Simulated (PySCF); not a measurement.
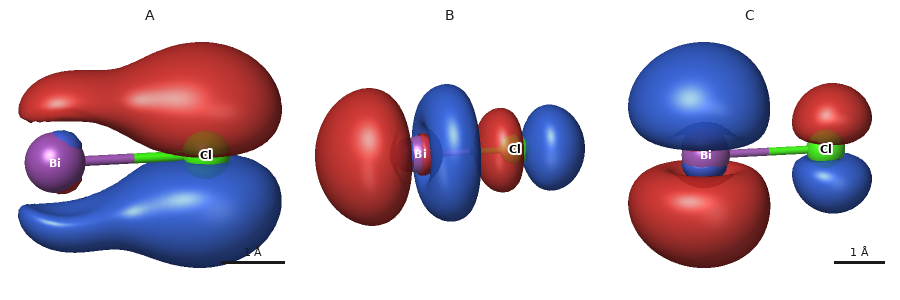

BiCl (triplet). Three frontier α-spin orbitals, each drawn at the value that holds 80 % of its norm (blue and red are the two phases), in no order; of a degenerate pair one member is drawn.

Core potentials replace the inner electrons of Bi.

Level of theory: PBE0/cc-pVDZ(-PP), non-relativistic Hamiltonian with scalar-relativistic core potentials where named, at a bond length of 2.476 Å in PySCF 2.14.0.

> Name the orbitals and rank them from lowest to highest energy.

Orbital A: π, occupied in this spin, −9.01 eV; mainly on Cl (85 %).
Orbital C: π, occupied in this spin, −6.24 eV; mainly on Bi (85 %).
Orbital B: σ, empty in this spin, −2.00 eV; mainly on Bi (70 %).
